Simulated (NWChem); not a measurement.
## Energy and gradient calculation of C2H4FI (part 2 of 2)

Continued. System: C2H4FI, SMILES CC(F)I. Method: HF/def2-SVP, RHF, core potentials def2-SVP (NWChem 7.3.0). The geometry comes from this level: PBE0-D4/def2-TZVP.

Geometry of the input (Å):
```
C  0.2890  0.7741  0.0303
C  -0.0532  -0.6829  0.0832
F  0.8320  -1.4079  -0.6538
I  -2.0479  -1.0539  -0.6739
H  0.2490  1.1436  -0.9946
H  -0.4057  1.3498  0.6416
H  1.3027  0.9120  0.4184
H  -0.0740  -1.0920  1.0930
```

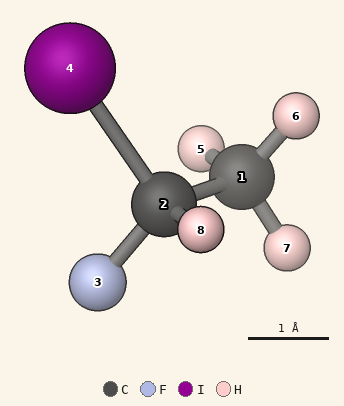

Figure 1. The structure as given in the input (ball-and-stick view, seen at a tilt; atoms are numbered from 1 in the order of the input).

### Output, continued
```
 Vector   15  Occ=2.000000D+00  E=-9.176042D-01
              MO Center= -8.1D-01, -4.7D-01, -2.9D-01, r^2= 3.2D+00
   Bfn.  Coefficient  Atom+Function         Bfn.  Coefficient  Atom+Function
  ----- ------------  ---------------      ----- ------------  ---------------
    45      0.574241  4 I  s                 44     -0.270110  4 I  s
     2     -0.265166  1 C  s                 46      0.265481  4 I  s
    43     -0.244286  4 I  s                 16      0.160202  2 C  s

 Vector   16  Occ=2.000000D+00  E=-8.398714D-01
              MO Center= -4.0D-01, -8.1D-01, -3.3D-01, r^2= 3.4D+00
   Bfn.  Coefficient  Atom+Function         Bfn.  Coefficient  Atom+Function
  ----- ------------  ---------------      ----- ------------  ---------------
    45      0.482104  4 I  s                 16     -0.282167  2 C  s
    34      0.243543  3 F  pz                46      0.243551  4 I  s
    44     -0.225031  4 I  s                 43     -0.205454  4 I  s
    84     -0.174834  8 H  s                 37     -0.152688  3 F  pz

 Vector   17  Occ=2.000000D+00  E=-7.425977D-01
              MO Center=  4.7D-01, -1.0D+00, -1.9D-01, r^2= 1.5D+00
   Bfn.  Coefficient  Atom+Function         Bfn.  Coefficient  Atom+Function
  ----- ------------  ---------------      ----- ------------  ---------------
    33      0.399152  3 F  py                20      0.290869  2 C  pz
    36     -0.263278  3 F  py                32     -0.238300  3 F  px
    84      0.195359  8 H  s                 35      0.157889  3 F  px

 Vector   18  Occ=2.000000D+00  E=-7.007424D-01
              MO Center=  5.4D-01, -1.0D+00, -5.1D-01, r^2= 1.8D+00
   Bfn.  Coefficient  Atom+Function         Bfn.  Coefficient  Atom+Function
  ----- ------------  ---------------      ----- ------------  ---------------
    32      0.471614  3 F  px                35     -0.321738  3 F  px
    33      0.314478  3 F  py                36     -0.214184  3 F  py
    45     -0.165300  4 I  s

 Vector   19  Occ=2.000000D+00  E=-6.795465D-01
              MO Center=  2.6D-01, -7.2D-01, -3.6D-01, r^2= 2.6D+00
   Bfn.  Coefficient  Atom+Function         Bfn.  Coefficient  Atom+Function
  ----- ------------  ---------------      ----- ------------  ---------------
    34      0.466857  3 F  pz                37     -0.318863  3 F  pz
    45     -0.212723  4 I  s                 17      0.181620  2 C  s
    19      0.180051  2 C  py                 5     -0.156549  1 C  py
    46     -0.155507  4 I  s                 18     -0.154046  2 C  px

 Vector   20  Occ=2.000000D+00  E=-5.991348D-01
              MO Center=  5.1D-01,  3.3D-01, -8.3D-02, r^2= 2.2D+00
   Bfn.  Coefficient  Atom+Function         Bfn.  Coefficient  Atom+Function
  ----- ------------  ---------------      ----- ------------  ---------------
    79      0.315004  7 H  s                  4      0.291112  1 C  px
     6      0.242008  1 C  pz                34      0.238338  3 F  pz
    69     -0.199403  5 H  s                 37     -0.177640  3 F  pz
     7      0.152404  1 C  px

 Vector   21  Occ=2.000000D+00  E=-5.745687D-01
              MO Center=  1.2D-01,  7.5D-01,  8.3D-02, r^2= 1.8D+00
   Bfn.  Coefficient  Atom+Function         Bfn.  Coefficient  Atom+Function
  ----- ------------  ---------------      ----- ------------  ---------------
    74      0.369845  6 H  s                  6      0.290246  1 C  pz
     4     -0.255520  1 C  px                33     -0.212093  3 F  py
    69     -0.200524  5 H  s                 36      0.159627  3 F  py

 Vector   22  Occ=2.000000D+00  E=-5.469268D-01
              MO Center=  2.2D-01, -2.6D-01, -9.9D-02, r^2= 2.2D+00
   Bfn.  Coefficient  Atom+Function         Bfn.  Coefficient  Atom+Function
  ----- ------------  ---------------      ----- ------------  ---------------
    19     -0.302325  2 C  py                 5      0.300634  1 C  py
    33     -0.278736  3 F  py                84      0.246312  8 H  s
    69      0.224529  5 H  s                 36      0.219673  3 F  py
    20      0.165471  2 C  pz                34      0.162999  3 F  pz
     6     -0.161269  1 C  pz

 Vector   23  Occ=2.000000D+00  E=-4.423345D-01
              MO Center= -1.0D+00, -7.8D-01, -3.6D-01, r^2= 3.4D+00
   Bfn.  Coefficient  Atom+Function         Bfn.  Coefficient  Atom+Function
  ----- ------------  ---------------      ----- ------------  ---------------
    53      0.427745  4 I  px                56      0.261706  4 I  px
    18     -0.256792  2 C  px                20     -0.190513  2 C  pz
    32     -0.182332  3 F  px                17      0.179493  2 C  s
    47     -0.171697  4 I  px                21     -0.161437  2 C  px
    35      0.161061  3 F  px                46     -0.158326  4 I  s

 Vector   24  Occ=2.000000D+00  E=-3.716545D-01
              MO Center= -2.0D+00, -1.0D+00, -6.6D-01, r^2= 2.1D+00
   Bfn.  Coefficient  Atom+Function         Bfn.  Coefficient  Atom+Function
  ----- ------------  ---------------      ----- ------------  ---------------
    55      0.450234  4 I  pz                58      0.421463  4 I  pz
    54      0.331116  4 I  py                57      0.306884  4 I  py
    53     -0.225555  4 I  px                56     -0.196106  4 I  px
    49     -0.183339  4 I  pz

 Vector   25  Occ=2.000000D+00  E=-3.683491D-01
              MO Center= -2.0D+00, -1.0D+00, -6.5D-01, r^2= 2.2D+00
   Bfn.  Coefficient  Atom+Function         Bfn.  Coefficient  Atom+Function
  ----- ------------  ---------------      ----- ------------  ---------------
    54      0.491448  4 I  py                57      0.463965  4 I  py
    55     -0.339745  4 I  pz                58     -0.321286  4 I  pz
    48     -0.199963  4 I  py                51     -0.163072  4 I  py

 Vector   26  Occ=0.000000D+00  E= 1.007552D-01
              MO Center= -1.4D+00, -8.6D-01, -3.8D-01, r^2= 4.1D+00
   Bfn.  Coefficient  Atom+Function         Bfn.  Coefficient  Atom+Function
  ----- ------------  ---------------      ----- ------------  ---------------
    17      1.207117  2 C  s                 56     -0.947539  4 I  px
    21     -0.657388  2 C  px                46     -0.621857  4 I  s
    85     -0.441271  8 H  s                 58     -0.358039  4 I  pz
    18     -0.346444  2 C  px                70     -0.269314  5 H  s
    53     -0.232046  4 I  px                 8      0.211758  1 C  py

 Vector   27  Occ=0.000000D+00  E= 1.802902D-01
              MO Center=  3.8D-01,  5.4D-01,  6.4D-01, r^2= 5.7D+00
   Bfn.  Coefficient  Atom+Function         Bfn.  Coefficient  Atom+Function
  ----- ------------  ---------------      ----- ------------  ---------------
     3      2.665102  1 C  s                 80     -1.408460  7 H  s
    75     -1.111644  6 H  s                 85     -1.098463  8 H  s
    70     -0.793125  5 H  s                 23      0.572946  2 C  pz
    22     -0.375167  2 C  py                17      0.284542  2 C  s
     8      0.258279  1 C  py                45      0.246879  4 I  s

 Vector   28  Occ=0.000000D+00  E= 2.132854D-01
              MO Center=  5.1D-02, -1.7D-01,  3.5D-01, r^2= 6.3D+00
   Bfn.  Coefficient  Atom+Function         Bfn.  Coefficient  Atom+Function
  ----- ------------  ---------------      ----- ------------  ---------------
     3      2.286013  1 C  s                 85      1.879332  8 H  s
    17     -1.867546  2 C  s                 70     -1.431984  5 H  s
    23     -0.833641  2 C  pz                75     -0.527400  6 H  s
    80     -0.448188  7 H  s                  9     -0.271684  1 C  pz
    20     -0.216837  2 C  pz                22     -0.161276  2 C  py

 Vector   29  Occ=0.000000D+00  E= 2.432164D-01
              MO Center=  7.6D-04,  1.2D+00,  6.9D-01, r^2= 4.0D+00
   Bfn.  Coefficient  Atom+Function         Bfn.  Coefficient  Atom+Function
  ----- ------------  ---------------      ----- ------------  ---------------
    75      2.078911  6 H  s                 80     -1.350160  7 H  s
     7      1.242649  1 C  px                 9     -0.478931  1 C  pz
     8     -0.401820  1 C  py                70     -0.361814  5 H  s
    17      0.290898  2 C  s                 85     -0.251831  8 H  s
     4      0.250060  1 C  px                 3     -0.200508  1 C  s

 Vector   30  Occ=0.000000D+00  E= 2.606314D-01
              MO Center=  4.7D-01,  7.4D-01, -2.9D-01, r^2= 5.4D+00
   Bfn.  Coefficient  Atom+Function         Bfn.  Coefficient  Atom+Function
  ----- ------------  ---------------      ----- ------------  ---------------
    70      1.826246  5 H  s                 80     -1.457281  7 H  s
     9      1.337797  1 C  pz                85      1.014965  8 H  s
    23     -0.687499  2 C  pz                17     -0.655832  2 C  s
    75     -0.609836  6 H  s                  7      0.531260  1 C  px
     3      0.274857  1 C  s                 21     -0.256777  2 C  px

 Vector   31  Occ=0.000000D+00  E= 2.921599D-01
              MO Center= -2.9D-01, -7.9D-01,  4.3D-02, r^2= 3.3D+00
   Bfn.  Coefficient  Atom+Function         Bfn.  Coefficient  Atom+Function
  ----- ------------  ---------------      ----- ------------  ---------------
    22      1.052048  2 C  py                31      0.952528  3 F  s
    21     -0.802758  2 C  px                 7      0.541906  1 C  px
    23      0.533529  2 C  pz                17     -0.523921  2 C  s
    85      0.429590  8 H  s                 75      0.407649  6 H  s
    35     -0.314037  3 F  px                80     -0.311049  7 H  s

 Vector   32  Occ=0.000000D+00  E= 3.605069D-01
              MO Center= -1.3D-01,  3.2D-01, -8.6D-02, r^2= 3.9D+00
   Bfn.  Coefficient  Atom+Function         Bfn.  Coefficient  Atom+Function
  ----- ------------  ---------------      ----- ------------  ---------------
    17     -3.197427  2 C  s                  3      2.994394  1 C  s
     8     -2.274867  1 C  py                22     -1.937400  2 C  py
    45     -0.673657  4 I  s                 46      0.659509  4 I  s
    21     -0.652481  2 C  px                23      0.541140  2 C  pz
     7     -0.498578  1 C  px                31      0.354215  3 F  s

 Vector   33  Occ=0.000000D+00  E= 4.490136D-01
              MO Center= -1.7D+00, -8.3D-01, -5.2D-01, r^2= 4.5D+00
   Bfn.  Coefficient  Atom+Function         Bfn.  Coefficient  Atom+Function
  ----- ------------  ---------------      ----- ------------  ---------------
    46     -2.138318  4 I  s                 45      2.124669  4 I  s
     8     -0.714678  1 C  py                21     -0.585325  2 C  px
    22     -0.464495  2 C  py                17     -0.453481  2 C  s
    43     -0.374830  4 I  s                 44     -0.301027  4 I  s
     7      0.287251  1 C  px                70      0.273210  5 H  s

 Vector   34  Occ=0.000000D+00  E= 5.089699D-01
              MO Center= -1.3D+00, -4.6D-01, -4.9D-01, r^2= 4.5D+00
   Bfn.  Coefficient  Atom+Function         Bfn.  Coefficient  Atom+Function
  ----- ------------  ---------------      ----- ------------  ---------------
    17     -0.679744  2 C  s                  3      0.639972  1 C  s
    45      0.629943  4 I  s                  8     -0.546850  1 C  py
    64      0.502732  4 I  d -2               7     -0.484709  1 C  px
    46     -0.409517  4 I  s                 56      0.366969  4 I  px
    79      0.355902  7 H  s                 53     -0.332170  4 I  px

 Vector   35  Occ=0.000000D+00  E= 5.344997D-01
              MO Center= -1.4D+00, -6.0D-01, -4.5D-01, r^2= 5.4D+00
   Bfn.  Coefficient  Atom+Function         Bfn.  Coefficient  Atom+Function
  ----- ------------  ---------------      ----- ------------  ---------------
    17      1.338242  2 C  s                 56     -1.121566  4 I  px
    53      0.918997  4 I  px                16     -0.660546  2 C  s
    58     -0.437726  4 I  pz                57     -0.434454  4 I  py
    55      0.395195  4 I  pz                54      0.370318  4 I  py
    69      0.359544  5 H  s                 46     -0.348830  4 I  s

 center of mass
 --------------
 x =  -2.60933354 y =  -1.70645947 z =  -1.03661476

 moments of inertia (a.u.)
 ------------------
         253.755839598531        -138.898191983586        -118.074300199430
        -138.898191983586         832.138218895427         -71.300538800795
        -118.074300199430         -71.300538800795         969.472806169025

  Mulliken analysis of the total density
  --------------------------------------

    Atom       Charge   Shell Charges
 -----------   ------   -------------------------------------------------------
    1 C    6     6.03   1.99  0.86  0.21  2.07  0.88  0.04
    2 C    6     5.86   1.99  0.91  0.29  1.86  0.72  0.09
    3 F    9     9.34   1.99  1.12  0.82  3.33  2.07  0.01
    4 I   25    25.04   0.22  1.83  1.21  0.71  3.12  2.93  2.57  2.42  9.82  0.22
    5 H    1     0.93   0.75  0.16  0.03
    6 H    1     0.94   0.75  0.16  0.03
    7 H    1     0.94   0.75  0.16  0.03
    8 H    1     0.91   0.76  0.12  0.02

       Multipole analysis of the density wrt the origin
       ------------------------------------------------

     L   x y z        total         open         nuclear
     -   - - -        -----         ----         -------
     0   0 0 0      0.000000      0.000000     50.000000

     1   1 0 0      0.195645      0.000000    -77.899608
     1   0 1 0      0.648178      0.000000    -68.328712
     1   0 0 1      0.626404      0.000000    -39.480722

     2   2 0 0    -34.728067      0.000000    405.403578
     2   1 1 0      0.520036      0.000000    164.201016
     2   1 0 1      0.671213      0.000000    105.662575
     2   0 2 0    -35.319889      0.000000    204.103325
     2   0 1 1     -1.443699      0.000000     88.406715
     2   0 0 2    -33.714775      0.000000     64.344328

                              NWChem Gradients Module
                              -----------------------

  wavefunction    =   RHF

                         RHF ENERGY GRADIENTS

    atom               coordinates                        gradient
                 x          y          z           x          y          z
   1 C       0.546131   1.462837   0.057259   -0.002794  -0.004779  -0.000765
   2 C      -0.100533  -1.290494   0.157225   -0.008045   0.012754   0.003288
   3 F       1.572252  -2.660545  -1.235503    0.009687  -0.008893  -0.008214
   4 I      -3.869970  -1.991582  -1.273486    0.003311   0.001986   0.001839
   5 H       0.470542   2.161091  -1.879521   -0.000647   0.000453  -0.001165
   6 H      -0.766662   2.550752   1.212448   -0.001055   0.000386   0.000510
   7 H       2.461746   1.723430   0.790661    0.001238   0.000324   0.000829
   8 H      -0.139840  -2.063581   2.065471   -0.001694  -0.002231   0.003678

                 ----------------------------------------
                 |  Time  |  1-e(secs)   |  2-e(secs)   |
                 ----------------------------------------
                 |  CPU   |       0.03   |       2.44   |
                 ----------------------------------------
                 |  WALL  |       0.03   |       2.44   |
                 ----------------------------------------

 Task  times  cpu:       14.9s     wall:       14.9s
 Total times  cpu:       14.9s     wall:       14.9s
```

### Summary

```csv
quantity,value
outcome,converged
total energy,−474.004615 hartree
basis functions,88
largest force,0.797 eV/Å
HOMO,−10.02 eV
LUMO,2.74 eV
dipole moment,2.34 D
hardware,"1 thread of AMD EPYC (Zen 5), 16 GiB of memory available, shared host"
wall time,16 s
peak memory,0.1 GiB
```
